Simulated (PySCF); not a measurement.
# C7H7F: the cost of one run

Computed with PySCF 2.14.0 and routines of our own; the level stands in each step. Atoms count from 0.

## 1. The starting structure

15 atoms, charge 0, multiplicity 1; geometry from: GFN2-xTB.

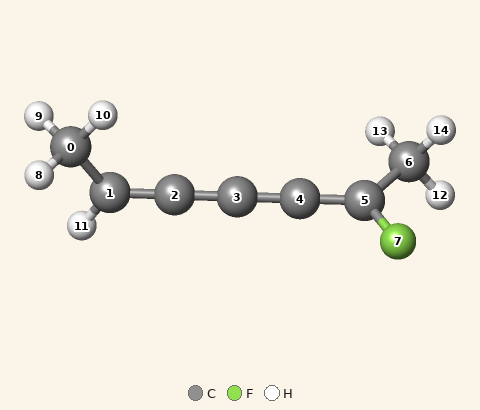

The starting geometry (carbon grey, fluorine green, hydrogen white).

## 2. Relaxing the molecule at PBE0-D3(BJ)/def2-SVP

What the job is given:

```
{"job": {"xc": "PBE0", "basis": "def2-SVP", "d3": "d3bj", "grid": 2, "kind": "geom"}, "charge": 0, "multiplicity": 1}
C     -3.457032     0.846631    -0.188512
C     -2.549725    -0.307225    -0.471250
C     -1.296659    -0.368307    -0.106228
C     -0.082397    -0.420427     0.260552
C      1.137389    -0.475951     0.607580
C      2.394082    -0.531481     0.966586
C      3.573765    -0.068082     0.182650
F      2.731359    -1.058593     2.180733
H     -4.306587     0.512015     0.407494
H     -3.846017     1.249978    -1.123764
H     -2.934756     1.632883     0.350303
H     -2.989155    -1.136214    -1.015118
H      4.269644    -0.895590     0.042316
H      3.256689     0.308269    -0.785143
H      4.094985     0.720084     0.727441
```

Started as:

```
> OMP_NUM_THREADS=1 python excited_run.py task.json out
```

One launch serves the whole session: the jobs run in the order shown.

**Question.** How long does this first job take on 1 thread of Arm Neoverse V1, shared host, and how much memory does it need?

About 77 s, with a peak of 0.72 GiB.
